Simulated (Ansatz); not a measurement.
# MnV (Pm-3m): Grüneisen parameters

Aim: how the phonons of MnV (Pm-3m) shift with volume, and the thermal expansion that follows.

Program: Ansatz 0.2.0. Level of theory: DFT PBEsol, scalar-relativistic, plane waves, PAW; PAW set soft_1. Results are calculated unless marked as measured.

## (1) Starting point

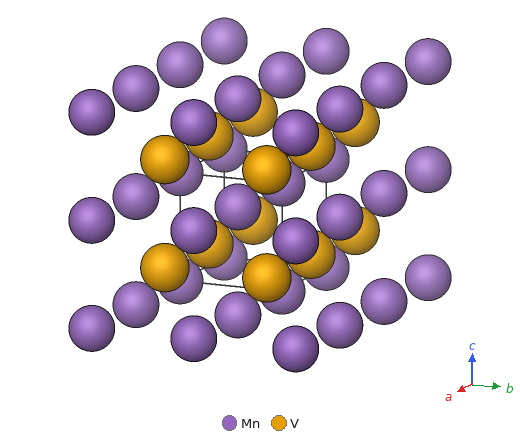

The starting structure, seen slightly off an axis (manganese purple, vanadium orange). 3×2×2 cells are drawn. Some periodic images of atoms are drawn too.

## (2) Response at finite wavevector

The cell comes from relaxations at this level that are not shown. Stability and thermal properties need the whole zone. Linear response on a 4×4×4 q mesh gives force constants as far as a supercell of that size would.

Input file input.yaml:

```yaml
crystal:
  lattice:
    - [2.8373045862, 0.0, 0.0]
    - [0.0, 2.8373045862, 0.0]
    - [0.0, 0.0, 2.8373045862]
  atoms:
    - { symbol: Mn, position: [0.0, 0.0, 0.0] }
    - { symbol: V, position: [0.5, 0.5, 0.5] }
kpoints:
  mp_grid: { grid: [16, 16, 16] }
hamiltonian:
  xc: pbesol
  pseudopotentials: { kind: paw, azcp: { folder: soft_1 }, xc_functional: pbe }
scf:
  occupations: { method: methfessel_paxton, width: 0.2 }
output:
  eigenvalues: true
phonons:
  method: dfpt
  qmesh: [4, 4, 4]
  temperatures: { t_max: 1000, t_step: 50 }
  qpath:
    path:
      - [[0.0, 0.0, 0.0], [0.0, 0.5, 0.0], [0.5, 0.5, 0.0], [0.0, 0.0, 0.0], [0.5, 0.5, 0.5], [0.0, 0.5, 0.0]]
      - [[0.5, 0.5, 0.5], [0.5, 0.5, 0.0]]
    npoints: 10
```

Command:

```bash
$ ansatz run input.yaml --threads 4 --pin off --max-ram 10240MiB --backend cpu --events-out ev --progress --plain --runs-dir out
```

Numbers of over 12 decimals in the logs are rounded to 6 here.

Output:

```text
Engine: ansatz 0.2.0, aarch64-unknown-linux-gnu
Pseudopotentials: kind: paw
Pseudopotential: Mn, paw, valence charge 15, recommended cutoff 420 eV (normal), soft_1/Mn.paw.azcp
Pseudopotential: V, paw, valence charge 13, recommended cutoff 420 eV (normal), soft_1/V.paw.azcp
Functional definition: PBEsol
  exchange = pbesol_x
  correlation = pbesol_c
Crystal: 2 atoms, lattice volume = 22.841 Å³
Basis set: ecut = 420 eV, 461 PW (Γ), exchange–correlation on 40×40×40 points (8 copies of the dense FFT grid, shifted against one another)
Bands: 18, of which v1, the nominal top of the filled ones, is band 14 counted from 1 (13 counted from 0)
Symmetry: 48 space group operations
k-points: 165 of 4096
Non-local potential: Mn, projectors of the file, l = 0: 3, l = 1: 2, l = 2: 3, l = 3: 1
Non-local potential: V, projectors of the file, l = 0: 3, l = 1: 2, l = 2: 3, l = 3: 1
PAW form: soft (Blöchl's): semilocal exchange-correlation on the pseudo side does not see the compensation charge
PAW frozen core: Mn, regenerated for the run's functional, and the local potential with it (the file was generated under x = pbe(κ = 0.804, μ = 0.219515), c = pbe(β = 0.066725))
PAW frozen core: V, regenerated for the run's functional, and the local potential with it (the file was generated under x = pbe(κ = 0.804, μ = 0.219515), c = pbe(β = 0.066725))
PAW one-centre angular grid: Mn, 590 points (default); XC on 64 Gauss nodes
PAW one-centre angular grid: V, 590 points (default); XC on 64 Gauss nodes
Initial density: superposition of atomic densities (chi_scale 0.1, normalization cell, long waves kept (reshape's long-wave potential 0.00 eV rms))
Initial wavefunctions: pseudopotential atomic-orbital guess
Functional: x = pbesol(κ = 0.804, μ = 0.123457), c = pbesol(β = 0.046)
SCF iter   1: F=—  HF=-6755.768908 eV  |F-HF|=—  |Δ(HF+E_count)|=         —  Δρ=1.57e-1  dr2=6.61e0  ethr=3.10e-3  ⟨swp⟩=3.2  Hψ=10731  notcnv=0
preconditioner: auto → none  [metal: Δε(μ)=0.053 eV  Ē_g=4.534 eV  σ=0.200 eV  W_gap=0.22  n_scr=6 (ndim 8)  ℏωp=26.9 eV  f_vac=0.000  D(μ)=0.30/eV (n_scr^D=0)  sad-step TF]
SCF iter   2: F=—  HF=-6755.066688 eV  |F-HF|=—  |Δ(HF+E_count)|=   7.02e-1  S|Δr|=    0.00e0  Δρ=1.38e-1  dr2=5.37e0  ethr=3.10e-3  ⟨swp⟩=2.8  Hψ=6938  notcnv=0
SCF iter   3: F=—  HF=-6754.705157 eV  |F-HF|=—  |Δ(HF+E_count)|=   3.62e-1  S|Δr|=    0.00e0  Δρ=4.06e-2  dr2=3.69e-1  ethr=3.10e-3  ⟨swp⟩=2.2  Hψ=4600  notcnv=0
SCF iter   4: F=—  HF=-6754.693428 eV  |F-HF|=—  |Δ(HF+E_count)|=   1.17e-2  S|Δr|=    0.00e0  Δρ=3.15e-3  dr2=8.85e-4  ethr=1.32e-3  ⟨swp⟩=2.0  Hψ=4373  notcnv=0
SCF iter   5: F=—  HF=-6754.694286 eV  |F-HF|=—  |Δ(HF+E_count)|=   8.58e-4  S|Δr|=    0.00e0  Δρ=5.91e-4  dr2=5.49e-5  ethr=3.16e-6  ⟨swp⟩=2.0  Hψ=5138  notcnv=0
SCF iter   6: F=—  HF=-6754.694270 eV  |F-HF|=—  |Δ(HF+E_count)|=   1.58e-5  S|Δr|=    0.00e0  Δρ=3.37e-4  dr2=2.94e-5  ethr=1.96e-7  ⟨swp⟩=2.0  Hψ=4431  notcnv=0
SCF iter   7: F=—  HF=-6754.694268 eV  |F-HF|=—  |Δ(HF+E_count)|=   1.57e-6  S|Δr|=    0.00e0  Δρ=5.83e-5  dr2=8.77e-7  ethr=1.05e-7  ⟨swp⟩=1.7  Hψ=3090  notcnv=0
SCF iter   8: F=—  HF=-6754.694269 eV  |F-HF|=—  |Δ(HF+E_count)|=   4.69e-7  S|Δr|=    0.00e0  Δρ=5.51e-6  dr2=5.36e-9  ethr=3.13e-9  ⟨swp⟩=1.3  Hψ=3027  notcnv=0
SCF iter   9: F=—  HF=-6754.694269 eV  |F-HF|=—  |Δ(HF+E_count)|=  4.57e-10  S|Δr|=    0.00e0  Δρ=4.36e-7  dr2=6.18e-11  ethr=1.91e-11  ⟨swp⟩=1.7  Hψ=3195  notcnv=0
SCF iter  10: F=-6754.694269 eV  HF=-6754.694269 eV  |F-HF|=9.09e-13  |Δ(HF+E_count)|=  1.82e-12  S|Δr|=    0.00e0  Δρ=4.87e-8  dr2=6.39e-13  ethr=1.00e-12  ⟨swp⟩=5.1  Hψ=11587  notcnv=0
SCF 1 converged in 10 iterations: F = -6754.694269 eV  dr2 = 6.39e-13
  greatest PAW one-centre occupation: 1.000 electrons in one spin orbital (limit 2), on the Mn atom at site 0 (counted from 0), in its partial waves of l = 0
Initial density: read from a saved state, or passed on in memory by an earlier SCF of this step, an earlier step, the calling program or the single point that the run made first
iter 1 solved again at ethr=1.34e-9 eV; its pass at ethr=3.10e-3 eV (dr2=3.76e-7 eV) is discarded
SCF iter   1: F=—  HF=-6754.694269 eV  |F-HF|=—  |Δ(HF+E_count)|=         —  Δρ=2.51e-6  dr2=1.68e-9  ethr=1.34e-9  ⟨swp⟩=4.1  Hψ=22096  notcnv=0
preconditioner: auto → none  [metal: Δε(μ)=0.054 eV  Ē_g=3.837 eV  σ=0.200 eV  W_gap=0.23  n_scr=6 (ndim 8)  ℏωp=26.9 eV  f_vac=0.000  D(μ)=0.71/eV (n_scr^D=6)]
SCF iter   2: F=—  HF=-6754.694269 eV  |F-HF|=—  |Δ(HF+E_count)|=   3.68e-8  S|Δr|=    0.00e0  Δρ=1.50e-6  dr2=5.91e-10  ethr=6.00e-12  ⟨swp⟩=1.7  Hψ=3344  notcnv=0
SCF iter   3: F=—  HF=-6754.694269 eV  |F-HF|=—  |Δ(HF+E_count)|=  1.82e-11  S|Δr|=    0.00e0  Δρ=9.18e-7  dr2=2.30e-10  ethr=2.11e-12  ⟨swp⟩=1.0  Hψ=2970  notcnv=0
SCF iter   4: F=—  HF=-6754.694269 eV  |F-HF|=—  |Δ(HF+E_count)|=  6.37e-12  S|Δr|=    0.00e0  Δρ=6.55e-7  dr2=1.18e-10  ethr=1.00e-12  ⟨swp⟩=1.0  Hψ=2970  notcnv=0
SCF iter   5: F=-6754.694269 eV  HF=-6754.694269 eV  |F-HF|=4.55e-12  |Δ(HF+E_count)|=  4.55e-12  S|Δr|=    0.00e0  Δρ=1.33e-7  dr2=5.19e-12  ethr=1.00e-12  ⟨swp⟩=1.0  Hψ=6600  notcnv=0
SCF 2 converged in 5 iterations: F = -6754.694269 eV  dr2 = 5.19e-12
phonons: the bands overlap, so this run is a metal and interpolates without the dipole-dipole term. If the crystal is really an insulator or semiconductor, its LO-TO splitting is missing
NSCF: frozen V_eff on 165 k-points
NSCF: frozen V_eff on 405 k-points
DFPT response loops at q = (0, 0, 0) (fractional): preconditioner auto → Kerker (q_TF=auto, 2.822 Å⁻¹) (partly filled bands, converged f_vac=0.000); β = 1.00, the filter's whole step (`scf.mixing.beta` (0.50) is not read by the response loops under this deck's `scf.mixing.preconditioner`; to damp them name `kerker` or `kerker_dos`, under which they read `scf.mixing.beta`, and type it under 1.00, their step now; both keys bind the ground state too); Broyden in place of MSR1
NSCF: frozen V_eff on 2592 k-points
DFPT response loops at q = (0, 0, 0.25) (fractional): mixed as the last ones told, above
NSCF: frozen V_eff on 1458 k-points
DFPT response loops at q = (0, 0, -0.5) (fractional): mixed as the last ones told, above
NSCF: frozen V_eff on 4608 k-points
DFPT response loops at q = (0, 0.25, 0.25) (fractional): mixed as the last ones told, above
NSCF: frozen V_eff on 2592 k-points
DFPT response loops at q = (0, 0.25, -0.5) (fractional): mixed as the last ones told, above
NSCF: frozen V_eff on 1458 k-points
DFPT response loops at q = (0, -0.5, -0.5) (fractional): mixed as the last ones told, above
NSCF: frozen V_eff on 4352 k-points
DFPT response loops at q = (0.25, 0.25, 0.25) (fractional): mixed as the last ones told, above
NSCF: frozen V_eff on 4608 k-points
DFPT response loops at q = (0.25, 0.25, -0.5) (fractional): mixed as the last ones told, above
NSCF: frozen V_eff on 2592 k-points
DFPT response loops at q = (0.25, -0.5, -0.5) (fractional): mixed as the last ones told, above
NSCF: frozen V_eff on 810 k-points
DFPT response loops at q = (-0.5, -0.5, -0.5) (fractional): mixed as the last ones told, above
SCF converged after 10 iterations
Stability not checked: this state was not tested for a lower state beside it, because cold or Methfessel-Paxton smearing, or corrected tetrahedra, fill the levels in a way that the test cannot read (fill_not_monotonic; see scf.lower_state_search)
Free energy (F): -6754.694269 eV
Harris-Foulkes:  -6754.694269 eV  (|F-HF|=9.09e-13)
Internal energy: -6754.696033 eV  (E = F + TS)
E sigma→0 (E₀):  -6754.694710 eV
Entropy (-TS):   0.001764 eV (0.882 meV/atom)
Fermi energy:    19.556492 eV
--- Per-component energies (eV) ---
  E_band       = -281.341103
  E_kinetic    = 619.700002
  E_local      = -2729.564759  (includes V_loc(G=0)·N_el)
  E_nonlocal   = 535.883556
  E_hartree    = 1068.051785
  E_xc         = -226.133425
  E_vxc        = -288.970345  (∫ρ·V_xc dr)
  E_paw        = -2392.596950  (= ΣΔE_a)
  E_vpaw       = -554.494402  (= ΣTr[D̂ρ^β])
  E_aug_tail   = 0.001262  (compensation charges beyond the density's cutoff)
  E_ewald      = -3630.356834
  E_core_change = 0.319330  (= ΣΔE_core)
  E_smearing   = 0.001764  (= −TS)
  E_closure    = 0.000000  (closes the sum)
  Σ components = -6754.694269   (vs F -6754.694269, Δ=0.00e0)
--- Band table (eV; the first three rows and the last of 165) ---
  k-point 0: bands = [... 10 lower, 15.1923, 18.6716, 18.6716, 18.6716, 20.8491, 20.8491, 22.4400, 22.4400]
  k-point 1: bands = [... 10 lower, 15.2443, 18.6666, 18.6666, 18.6992, 20.7865, 20.8732, 22.3158, 22.3158]
  k-point 2: bands = [... 10 lower, 15.3916, 18.6548, 18.6548, 18.7806, 20.6023, 20.9427, 21.9837, 21.9837]
  k-point 164: bands = [... 10 lower, 17.2689, 17.2920, 17.2920, 17.2920, 20.4684, 20.4684, 22.1796, 22.1796]
--- Phonons (Γ-DFPT): 2 representative perturbations + reference (Σ response iterations 6) ---
  ASR residual: 2.147e-5 → 0.000e0 eV/Å²; symmetrization residual: 1.858e-6 eV/Å²
  ASR residual per site (eV/Å²): 2.15e-5 1.27e-6
  Γ frequencies (cm⁻¹): 0.00 0.00 0.00 255.62 255.62 255.62
--- Phonons (arbitrary-q DFPT): 10 irreducible q on the 4×4×4 mesh ---
  q = [0.0000, 0.0000, 0.0000] (star 1, of the zone-centre solve; hermiticity 5.85e-7, symmetrization 1.50e-12): -0.00 -0.00 -0.00 255.62 255.62 255.62
  q = [0.0000, 0.0000, 0.2500] (star 6, 4 solved perturbations in 4032 linear systems a pass and spin channel, the states on 1296 of 4096 k-point pairs; hermiticity 1.26e-7, symmetrization 7.99e-13): 103.85 103.85 223.57 247.96 247.96 348.03
  q = [0.0000, 0.0000, -0.5000] (star 3, 4 solved perturbations in 2268 linear systems a pass and spin channel, the states on 729 of 4096 k-point pairs; hermiticity 1.22e-6, symmetrization 5.48e-7): 172.21 172.21 216.76 216.76 315.73 388.35
  q = [0.0000, 0.2500, 0.2500] (star 12, 4 solved perturbations in 7056 linear systems a pass and spin channel, the states on 2304 of 4096 k-point pairs; hermiticity 3.44e-7, symmetrization 1.31e-13): 143.40 192.10 231.17 260.19 301.42 324.18
  q = [0.0000, 0.2500, -0.5000] (star 12, 6 solved perturbations on 1296 of 4096 k-point pairs; hermiticity 4.18e-7, symmetrization 1.67e-7): 188.23 219.01 243.71 260.70 317.05 352.82
  q = [0.0000, -0.5000, -0.5000] (star 3, 4 solved perturbations in 2268 linear systems a pass and spin channel, the states on 729 of 4096 k-point pairs; hermiticity 1.72e-7, symmetrization 7.24e-11): 183.83 206.86 282.75 282.75 333.97 333.97
  q = [0.2500, 0.2500, 0.2500] (star 8, 2 solved perturbations on 2176 of 4096 k-point pairs; hermiticity 4.19e-7, symmetrization 2.80e-13): 219.76 219.76 268.49 296.82 296.82 306.51
  q = [0.2500, 0.2500, -0.5000] (star 12, 4 solved perturbations in 7056 linear systems a pass and spin channel, the states on 2304 of 4096 k-point pairs; hermiticity 3.31e-7, symmetrization 1.75e-7): 249.64 257.52 263.34 277.91 308.27 328.95
  q = [0.2500, -0.5000, -0.5000] (star 6, 4 solved perturbations in 4032 linear systems a pass and spin channel, the states on 1296 of 4096 k-point pairs; hermiticity 3.20e-8, symmetrization 9.78e-9): 263.67 282.81 289.11 289.11 323.90 323.90
  q = [-0.5000, -0.5000, -0.5000] (star 1, 2 solved perturbations on 405 of 4096 k-point pairs; hermiticity 3.02e-9, symmetrization 1.51e-9): 298.29 298.29 298.29 303.80 303.80 303.80
  sum rule: each row above includes the acoustic sum rule's correction from the zone centre's row sums; it moved no ω² by more than (0.33 cm⁻¹)²
  mesh force constants: q→R imaginary residual 8.14e-19; ASR residual 2.147e-5 → 0.000e0 eV/Å²; symmetrization residual 1.776e-14 eV/Å²
  interpolated dispersion: 62 rows × 6 modes
  density of states and harmonic sums: on the 24×24×24 q-mesh, interpolated from the force constants of a 4×4×4 supercell (no non-analytic term)
  largest difference from the sums on the solved wave vectors: F 8.95e-3 eV, S 1.30e-5 and C_V 4.02e-6 eV/K
  zero-point energy: 0.096756 eV/cell   skipped modes (ω ≤ 0): 3   left out of the sums: 3.62e-5 of the cell's modes: C_V's classical limit lies that fraction below 3 k_B per atom; for a crystal, a wire or a layer, F and S can be off by more, and a phonons.interpolated_qmesh denser along its periods is the remedy for the sampling
```

The job ended after 8.2 min (4 threads of Arm Neoverse V1, shared host; peak memory 3 GiB).

Reading the cycles: dr2 is the Hartree energy of the density residual (eV), the measure of convergence; HF is the Harris–Foulkes estimate of the energy, which meets the free energy F at convergence.

This run has no spin polarisation, although Mn and V can carry a moment.

Numbers from this step:

- volume per atom: 11.42 Å³
- gap on the k-mesh: 0 eV
- sum-rule residual before enforcement: 2.15e-5 eV/Å²
- lowest frequency on the path: 0 cm⁻¹
- point group: m-3m
- highest frequency on the path or at a solved wavevector: 388.4 cm⁻¹
- mean frequency: 260.1 cm⁻¹
- Debye temperature (second moment): 496 K
- logarithmic mean frequency: 251.5 cm⁻¹
- highest optical mode at the zone centre (no LO-TO term): 255.6 cm⁻¹
- lowest optical zone-centre mode: 255.6 cm⁻¹
- lowest mode on the q mesh (acoustic modes at Γ apart): 103.8 cm⁻¹
- zero-point energy per atom: 48.38 meV
- heat capacity at 300 K: 21.84 J/(mol atoms K)
- vibrational entropy at 300 K: 21.89 J/(mol atoms K)

Frequencies (cm⁻¹) solved at each irreducible wavevector; negative means imaginary. Frequencies by wavevector, by row:

```
q in reciprocal lattice units  star  mode 1  mode 2  mode 3  mode 4  mode 5  mode 6
                        0 0 0     1       0       0       0   255.6   255.6   255.6
                     0 0 0.25     6   103.8   103.8   223.6     248     248     348
                     0 0 -0.5     3   172.2   172.2   216.8   216.8   315.7   388.4
                  0 0.25 0.25    12   143.4   192.1   231.2   260.2   301.4   324.2
                  0 0.25 -0.5    12   188.2     219   243.7   260.7   317.1   352.8
                  0 -0.5 -0.5     3   183.8   206.9   282.8   282.8     334     334
               0.25 0.25 0.25     8   219.8   219.8   268.5   296.8   296.8   306.5
               0.25 0.25 -0.5    12   249.6   257.5   263.3   277.9   308.3   328.9
               0.25 -0.5 -0.5     6   263.7   282.8   289.1   289.1   323.9   323.9
               -0.5 -0.5 -0.5     1   298.3   298.3   298.3   303.8   303.8   303.8
```

Symmetry leaves 10 wavevectors to solve. The lowest mode among them, the acoustic zeros apart, lies at q = (0, 0, 0.25) and is real, 104 cm⁻¹.

## (3) Relaxing at another volume, volume ratio 0.97

The volume is scaled by 0.97 and held; symmetry leaves nothing to relax, so this is a single point. The modes can then be followed against volume.

input.yaml, the sections that differ from step 2:

```yaml
crystal:
  lattice:
    - [2.8086429843, 0.0, 0.0]
    - [0.0, 2.8086429843, 0.0]
    - [0.0, 0.0, 2.8086429843]
  atoms:
    - { symbol: Mn, position: [0.0, 0.0, 0.0] }
    - { symbol: V, position: [0.5, 0.5, 0.5] }
output:
  forces: true
  stress: true
  eigenvalues: true
# kpoints, hamiltonian, scf: as in step 2
# phonons: removed
```

Output:

```text
[...]
Crystal: 2 atoms, lattice volume = 22.156 Å³
Basis set: ecut = 420 eV, 461 PW (Γ), exchange–correlation on 40×40×40 points (8 copies of the dense FFT grid, shifted against one another)
Bands: 18, of which v1, the nominal top of the filled ones, is band 14 counted from 1 (13 counted from 0)
Symmetry: 48 space group operations
[...]
k-points: 165 of 4096
[...]
--- Band table (eV; the first three rows and the last of 165) ---
  k-point 0: bands = [... 10 lower, 15.7002, 19.3329, 19.3329, 19.3329, 21.5983, 21.5983, 23.2624, 23.2624]
  k-point 1: bands = [... 10 lower, 15.7557, 19.3277, 19.3277, 19.3615, 21.5323, 21.6238, 23.1325, 23.1325]
  k-point 2: bands = [... 10 lower, 15.9131, 19.3154, 19.3154, 19.4462, 21.3380, 21.6972, 22.7855, 22.7855]
  k-point 164: bands = [... 10 lower, 17.8913, 17.9277, 17.9277, 17.9277, 21.2125, 21.2125, 22.9890, 22.9890]
[key lines of the parts left out:]
SCF converged after 8 iterations
Free energy (F): -6754.676419 eV
Fermi energy:    20.269629 eV
P = ⅓ Tr σ = 8.5508 GPa (85.508 kbar)
```

Elapsed: 1.6 s, on 4 threads; peak memory 0.44 GiB.

This step gave:

```yaml
pressure: 8.551 GPa
volume_per_atom: 11.08 Å³
```

The run ends at a pressure of 8.55 GPa.

(Continued in part 2 of 2.)

[Logs are printed without paths, hosts, clocks, repeated set-up lines and the standing remarks that a program may print on its own settings, such as how far it seeks lower states.]

[Hosts, paths, dates, database ids (printed as entryN), source tags and the programs' standing remarks are cut or masked in the printed files.]
